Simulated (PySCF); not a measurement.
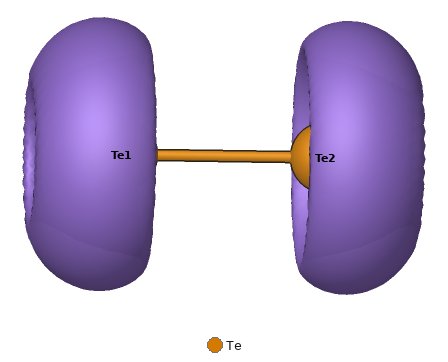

*Te2 (triplet). Isosurface of the electron localisation function at 0.75 (purple), seen from one side. Core shells and regions of very low density are left out.*

Geometry: BP86-D3(BJ)/ma-def2-SVP; core potentials replace the inner electrons of Te.

Computed with PySCF 2.14.0, density-fitted response routines, DFT single point, gas phase, functional B3LYP.

```tsv
atom	x (Å)	y (Å)	z (Å)
Te	0.7802	0.4721	0.9083
Te	-0.7692	-0.4670	-0.9648
```

Where are the electrons localised?

Answer. The ELF exceeds this value in two rings or bowls of non-bonding electrons around Te. Profiles from the grid: Te–Te (2.61 Å): the ELF peaks at about 0.65 between the atoms.
